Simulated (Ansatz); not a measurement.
```xyz
10

Sn   -1.1427    0.1399   -0.9391
Cl    2.5395    1.7022   -0.9117
H    -0.2859   -0.3378   -2.3322
H    -2.7354   -0.4700   -1.0458
H    -1.2179    1.8408   -0.8720
H     2.3080    0.9325    0.0883
Si   -0.0435   -0.8074    1.1748
H    -0.7956   -0.3991    2.3898
H     0.0178   -2.2912    1.1185
H     1.3557   -0.3099    1.3296
```

The product side of a reaction path; geometry: PBE0-D4/def2-TZVP; core potentials replace the inner electrons of Sn.

Method: RKS PBE0-D4/def2-TZVPP in Ansatz.

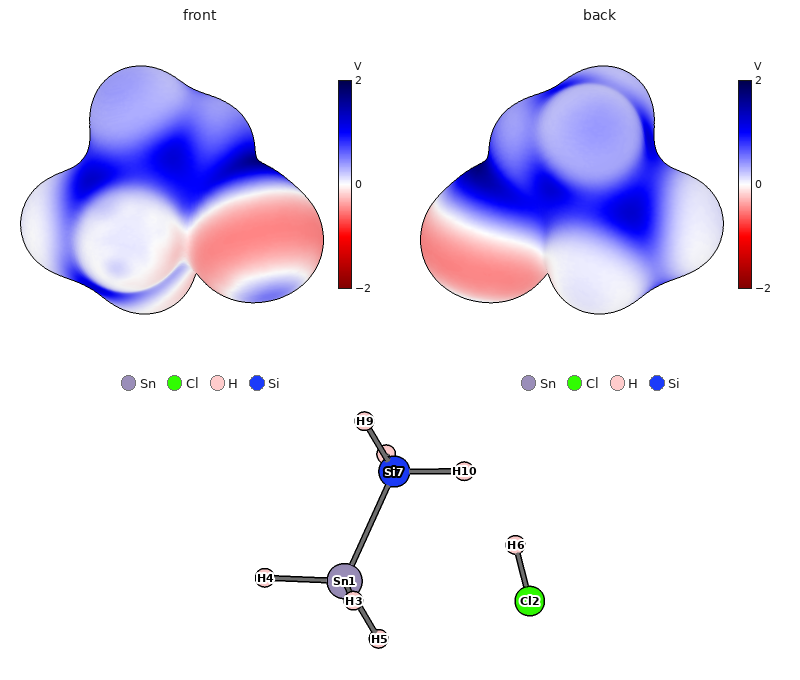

H₆SiSn···HCl. The molecular electrostatic potential painted on the density surface at 0.002 e/bohr³, seen from the front and from behind; the colour scale runs from red (negative) to blue (positive). The bare structure is drawn below in the same view.

Describe the electrostatic potential map.

The most negative region (about −0.5 V) lies over Cl2, the most positive (about +1.6 V) over H6. Cl2 shows a σ-hole: about +0.5 V at the tip opposite its bond, against about −0.4 V on its flanks.
